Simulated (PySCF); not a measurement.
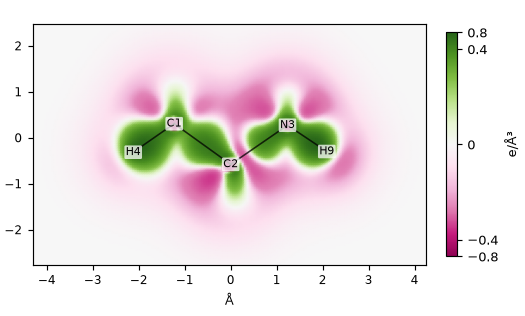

Figure. C$_{2}$H$_{8}$N, charge +1, SMILES `CC[NH3+]`. Deformation density (molecule less spherical, spin-averaged free atoms) in the plane of C1, C2, N3, H4 and H9; colour scale in e/Å³, logarithmic beyond ±0.1; green: gain, pink: loss.

PySCF calculation, B3LYP/def2-SVP, gas phase; geometry: GFN2-xTB. No frequency check shows the geometry to be a minimum.

Geometry (Å), atoms numbered from 1:

```
C1      -1.2765   -0.2670   -0.0001
C2      -0.0421    0.6103   -0.0002
N3       1.1885   -0.2472    0.0003
H4      -2.1646    0.3579    0.0007
H5      -1.3161   -0.8963    0.8860
H6      -1.3168   -0.8951   -0.8861
H7      -0.0172    1.2440    0.8878
H8      -0.0180    1.2452   -0.8861
H9       2.0460    0.3194   -0.0007
H10      1.1899   -0.8529    0.8315
H11      1.1893   -0.8518   -0.8335
```

> Describe the bonding that the map shows.

N3–H9: +0.77 e/Å³ at the bond critical point (bond length 1.03 Å, Mayer order 0.9). C1–H4: +0.70 e/Å³ at the bond critical point (bond length 1.09 Å, Mayer order 1.0). C1–C2: +0.46 e/Å³ at the bond critical point (bond length 1.51 Å, Mayer order 1.1). C2–N3: +0.04 e/Å³ at the bond critical point (bond length 1.50 Å, Mayer order 0.9); up to 0.6 Å beside the axis the gain reaches +0.43 e/Å³. In all, 1.9 electrons gather in the regions of gain relative to the promolecule of neutral atoms (the regions of loss give up this much and the cation's charge besides). A small or negative value marks a very polar bond, one between electron-rich atoms, whose free-atom densities already overlap strongly, a long bond to a heavier atom, or a closed-shell contact such as a hydrogen bond.

> Where do the Hirshfeld charges lie?

The highest Hirshfeld charge is on H9 (+0.22 e), the lowest on C1 (−0.09 e).
